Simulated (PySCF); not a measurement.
**C₃H₁₃NSi₂: a changed input and its effect**

System: C₃H₁₃NSi₂, SMILES CN[SiH2]CC[SiH3].
Method of run A: GIAO PBE0/pcSseg-1 NMR shielding, non-relativistic, IEF-PCM chloroform (PySCF 2.14.0).

The geometry comes from this level: PBE0-D3(BJ)/def2-SVP. Text and figures count atoms from 1; the logs count them from 0 in places.

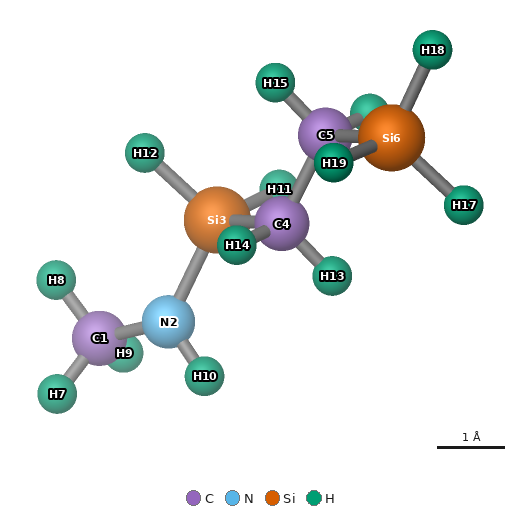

Fig. 1: The structure (ball-and-stick view, seen at a tilt; atoms are numbered from 1 in the order of the input). Bond lengths as drawn: C–C 1.53 Å, C–H 1.10 to 1.11 Å, C–N 1.44 Å, C–Si 1.88 to 1.89 Å, H–N 1.01 Å, H–Si 1.50 to 1.51 Å and N–Si 1.73 Å.

## Input file, run A
```
{"job": {"kind": "nmr", "xc": "PBE0", "basis": "pcSseg-1", "solvent": "chloroform", "pop": true}, "charge": 0, "multiplicity": 1}
C     -3.841511    -0.965122     0.269577
N     -2.459267    -0.950935    -0.143300
Si    -1.243884     0.086622     0.525432
C      0.457385    -0.531452     0.003880
C      1.606518     0.302729     0.583697
Si     3.317615    -0.289469     0.053496
H     -4.297700    -1.957074     0.110623
H     -3.910213    -0.755547     1.349107
H     -4.479906    -0.219998    -0.245398
H     -2.314809    -1.284719    -1.090118
H     -1.341715     1.536262     0.122893
H     -1.399686     0.053329     2.015209
H      0.499487    -0.527998    -1.100763
H      0.543433    -1.589882     0.305300
H      1.572781     0.296908     1.687683
H      1.507016     1.362689     0.289748
H      3.442002    -0.237172    -1.437685
H      4.394310     0.561219     0.650839
H      3.533817    -1.705726     0.487526
```

The first line tells a small driver script what to run in PySCF; the rest is the geometry in Å.

Launched with:
```bash
OMP_NUM_THREADS=1 python <driver script> task.json out
```

Hardware: 1 CPU thread, shared host.

## Output (run A)
```
coarse grid: 15632 points
cycle   1  E = -755.3060674669  dE =  1.083e-01  |g| = 4.518e-01  |ddm| = 3.677e+00
cycle   2  E = -755.2796906694  dE =  2.638e-02  |g| = 5.655e-01  |ddm| = 9.468e-01
cycle   3  E = -755.3552336314  dE = -7.554e-02  |g| = 4.693e-02  |ddm| = 5.632e-01
cycle   4  E = -755.3555688096  dE = -3.352e-04  |g| = 2.361e-02  |ddm| = 5.191e-02
cycle   5  E = -755.3556872576  dE = -1.184e-04  |g| = 5.469e-03  |ddm| = 2.209e-02
cycle   6  E = -755.3556939616  dE = -6.704e-06  |g| = 1.202e-03  |ddm| = 5.792e-03
final grid: 138304 points
cycle   7  E = -755.3876130204  dE = -2.322e-05  |g| = 7.393e-03  |ddm| = 2.050e-02
cycle   8  E = -755.3876045948  dE =  8.426e-06  |g| = 9.469e-03  |ddm| = 1.518e-02
cycle   9  E = -755.3876267832  dE = -2.219e-05  |g| = 5.006e-04  |ddm| = 8.247e-03
cycle  10  E = -755.3876268228  dE = -3.963e-08  |g| = 2.062e-04  |ddm| = 4.754e-04
cycle  11  E = -755.3876268312  dE = -8.417e-09  |g| = 4.381e-05  |ddm| = 1.645e-04
cycle  12  E = -755.3876268316  dE = -3.699e-10  |g| = 1.872e-05  |ddm| = 6.231e-05
converged SCF energy = -755.3876268316

GIAO shielding tensors (ppm)
atom      isotropic    diamagn.    paramagn.     s11        s22        s33       span
  0 C      152.467     236.219     -83.753    128.665    141.918    186.817     58.152
  1 N      253.028     327.529     -74.501    215.597    257.781    285.707     70.109
  2 Si     371.825     882.529    -510.704    326.403    346.131    442.940    116.537
  3 C      175.945     256.435     -80.491    163.914    170.085    193.835     29.921
  4 C      183.900     250.676     -66.776    171.670    185.083    194.948     23.279
  5 Si     410.921     878.545    -467.624    378.490    383.877    470.398     91.908
  6 H       28.438      24.641       3.797     23.267     26.236     35.809     12.542
  7 H       28.732      26.310       2.421     24.662     27.025     34.508      9.845
  8 H       28.498      25.078       3.421     23.211     26.288     35.996     12.785
  9 H       31.564      35.346      -3.783     21.539     31.773     41.379     19.840
 10 H       26.652      31.689      -5.037     22.990     25.937     31.029      8.040
 11 H       26.854      31.656      -4.802     23.819     26.231     30.511      6.692
 12 H       30.587      35.118      -4.531     25.181     30.864     35.717     10.536
 13 H       30.528      34.209      -3.681     25.177     30.564     35.842     10.664
 14 H       30.689      31.224      -0.535     25.082     29.805     37.180     12.098
 15 H       30.623      31.936      -1.313     25.015     29.838     37.017     12.003
 16 H       27.518      28.340      -0.822     24.360     25.912     32.281      7.921
 17 H       27.274      27.430      -0.156     23.891     24.933     32.997      9.105
 18 H       27.484      28.163      -0.679     24.327     25.858     32.267      7.940
```

For run B the input was changed thus:
```diff
-"solvent": "chloroform"
-"pop": true
+"solvent": "water"
+"pop": false
```

How does run B compare with run A?

The total energy of run B is 0.8 kcal/mol lower: the change of the electrostatic solvation energy at this fixed geometry, without cavity or dispersion terms. The dipole moment goes from 1.50 to 1.59 D. Of all shieldings, the largest change is that of N2, by +0.6 ppm. The number of SCF iterations is the same.

## Output (run B)
```
coarse grid: 15632 points
cycle   1  E = -755.3076962875  dE =  1.068e-01  |g| = 4.499e-01  |ddm| = 3.677e+00
cycle   2  E = -755.2824309741  dE =  2.527e-02  |g| = 5.605e-01  |ddm| = 9.441e-01
cycle   3  E = -755.3565496596  dE = -7.412e-02  |g| = 4.605e-02  |ddm| = 5.519e-01
cycle   4  E = -755.3568652575  dE = -3.156e-04  |g| = 2.362e-02  |ddm| = 5.118e-02
cycle   5  E = -755.3569842686  dE = -1.190e-04  |g| = 5.298e-03  |ddm| = 2.193e-02
cycle   6  E = -755.3569905517  dE = -6.283e-06  |g| = 1.176e-03  |ddm| = 5.772e-03
final grid: 138304 points
cycle   7  E = -755.3889000608  dE = -2.328e-05  |g| = 7.356e-03  |ddm| = 2.048e-02
cycle   8  E = -755.3888920246  dE =  8.036e-06  |g| = 9.369e-03  |ddm| = 1.504e-02
cycle   9  E = -755.3889137073  dE = -2.168e-05  |g| = 4.982e-04  |ddm| = 8.073e-03
cycle  10  E = -755.3889137464  dE = -3.915e-08  |g| = 2.054e-04  |ddm| = 4.757e-04
cycle  11  E = -755.3889137548  dE = -8.363e-09  |g| = 4.401e-05  |ddm| = 1.643e-04
cycle  12  E = -755.3889137552  dE = -3.790e-10  |g| = 1.837e-05  |ddm| = 6.405e-05
converged SCF energy = -755.3889137552

GIAO shielding tensors (ppm)
atom      isotropic    diamagn.    paramagn.     s11        s22        s33       span
  0 C      152.625     236.317     -83.693    128.867    141.989    187.019     58.152
  1 N      253.586     327.613     -74.027    216.361    259.051    285.347     68.986
  2 Si     371.753     882.535    -510.782    325.783    346.020    443.455    117.673
  3 C      176.050     256.423     -80.373    163.881    170.279    193.992     30.111
  4 C      183.986     250.695     -66.709    171.879    185.024    195.053     23.174
  5 Si     410.811     878.547    -467.736    378.177    383.808    470.450     92.273
  6 H       28.421      24.612       3.809     23.245     26.212     35.805     12.560
  7 H       28.729      26.298       2.431     24.650     27.026     34.512      9.862
  8 H       28.483      25.051       3.433     23.198     26.260     35.991     12.793
  9 H       31.362      35.208      -3.847     21.340     31.453     41.292     19.952
 10 H       26.692      31.773      -5.080     23.038     25.974     31.065      8.027
 11 H       26.885      31.715      -4.830     23.869     26.258     30.527      6.658
 12 H       30.495      35.027      -4.532     25.063     30.759     35.663     10.600
 13 H       30.525      34.188      -3.664     25.158     30.570     35.846     10.688
 14 H       30.650      31.167      -0.517     25.032     29.768     37.151     12.119
 15 H       30.589      31.889      -1.300     24.963     29.802     37.001     12.038
 16 H       27.533      28.378      -0.845     24.384     25.925     32.291      7.908
 17 H       27.298      27.472      -0.174     23.924     24.959     33.011      9.087
 18 H       27.511      28.210      -0.699     24.362     25.886     32.285      7.922
```

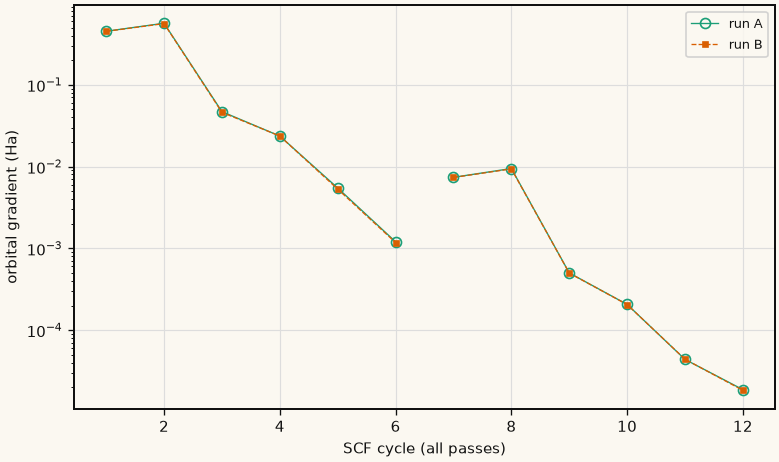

Fig. 2: Convergence of the two runs: orbital gradient against the SCF cycle. A break in a curve parts two SCF passes (coarse and final grid). Run A takes 12 cycles in all, and run B takes 12.

## The two runs side by side

| quantity | run A | run B |
| --- | --- | --- |
| outcome | converged | converged |
| total energy (hartree) | −755.387627 | −755.388914 |
| HOMO (eV) | −6.54 | −6.54 |
| LUMO (eV) | 0.77 | 0.79 |
| dipole moment (D) | 1.50 | 1.59 |
| shielding of C1 (ppm) | 152.5 | 152.6 |
| shielding of N2 (ppm) | 253.0 | 253.6 |
| shielding of C4 (ppm) | 175.9 | 176.1 |
| shielding of C5 (ppm) | 183.9 | 184.0 |
| shielding of Si6 (ppm) | 410.9 | 410.8 |
| shielding of H10 (ppm) | 31.6 | 31.4 |
| shielding of H13 (ppm) | 30.6 | 30.5 |
| SCF iterations | 12 | 12 |
| basis functions | 181 | 181 |
| wall time (shared host) | 24 s | 22 s |
